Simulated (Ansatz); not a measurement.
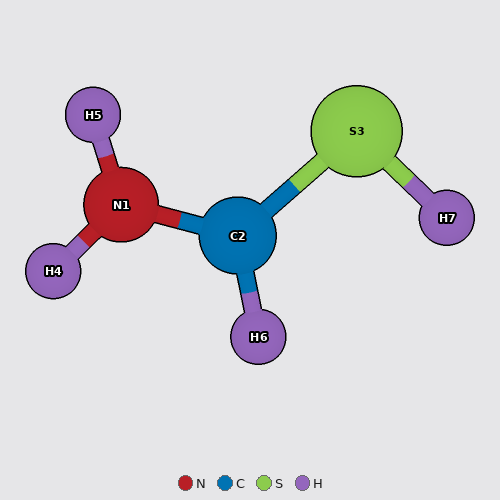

The system is CH₄NS, charge +1; the picture shows the grid point nearest to the relaxed geometry. 
- Two internal coordinates are moved rigidly from the geometry relaxed at PBE0-D4/def2-TZVP, all others fixed.
- The first coordinate is: bond C2–H6; the second: angle H6–C2–N1.
- The grid has 7 × 7 points.
- All energies are given in kJ/mol relative to the lowest grid point.
- Method: Ansatz, RKS PBE-D4/def2-TZVPP.

Its coordinates:

```yaml
atoms:
  - { symbol: N, position_ang: [-0.7999, 0.3335, -0.6880] }
  - { symbol: C, position_ang: [-0.0070, -0.0776, 0.2494] }
  - { symbol: S, position_ang: [1.6565, -0.2582, 0.0527] }
  - { symbol: H, position_ang: [-1.7931, 0.4244, -0.5171] }
  - { symbol: H, position_ang: [-0.4716, 0.5778, -1.6151] }
  - { symbol: H, position_ang: [-0.4700, -0.3187, 1.2290] }
  - { symbol: H, position_ang: [1.8747, -0.6861, 1.3097] }
```

Range: bond C2–H6 from 0.978 to 1.304 Å; angle H6–C2–N1 from 92.9 to 140.9°.

**What landscape does the calculation give?**

The lowest grid point is at bond C2–H6 = 1.110 Å, angle H6–C2–N1 = 116.9°. No other kind of well shows on this grid. The highest grid point, bond C2–H6 = 1.304 Å, angle H6–C2–N1 = 140.9°, lies 107 kJ/mol above the lowest. Round the minimum the two coordinates are nearly uncoupled.

```csv
"angle H6–C2–N1 ↓, bond C2–H6 →",0.978,1.009,1.056,1.110,1.170,1.235,1.304
140.9,82,69,59,57,66,83,107
132.9,51,38,27,26,34,51,75
124.9,32,19,8,6,15,31,56
116.9,26,13,2,0,8,24,48
108.9,34,20,9,7,14,30,54
100.9,56,42,30,27,34,49,72
92.9,93,79,67,63,69,83,105
```

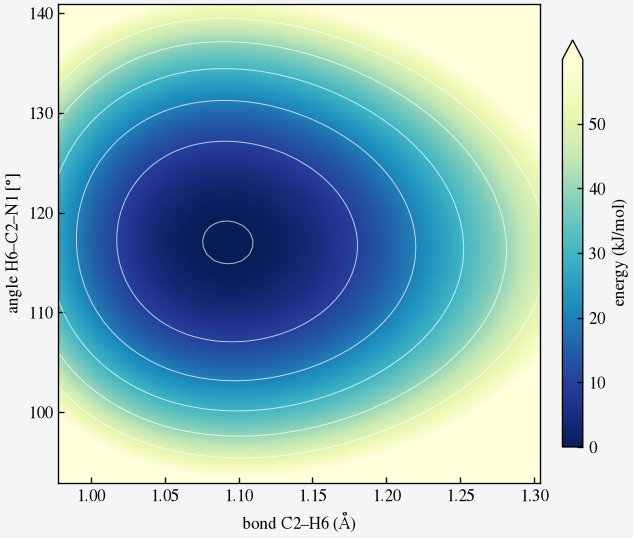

In the figure: a smooth colour map with a few white contour lines, one colour for all values above the top of the scale. Between grid points the surface is interpolated.
